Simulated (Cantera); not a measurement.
Input: 1 mol c-C4F8, 0.097 mol F2, held at 10000 Pa.

Cantera equilibrium calculation (NASA polynomials, part measured and part estimated; ideal gas, pure solids and liquids). Candidate condensed phases: C; 13 gas species. The feed counts by its element totals alone. The tables' values for C2F4 are old estimates; treat these amounts as uncertain. Condensed phases not in the tables: fluorocarbon polymer. Gases not in the tables: C2F6 and larger saturated fluorocarbons. Rates play no part.

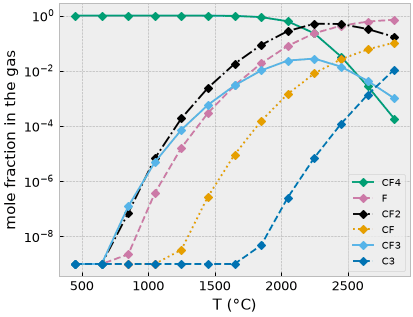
Fig. 1. Equilibrium gas composition (values under 1e-9 drawn at 1e-9)

Task: Read off the mole fractions at 1650 °C.

Result: CF4 about 0.98, CF2 about 0.018, CF3 about 0.0029, F about 0.0029, CF about 9.2e-6.
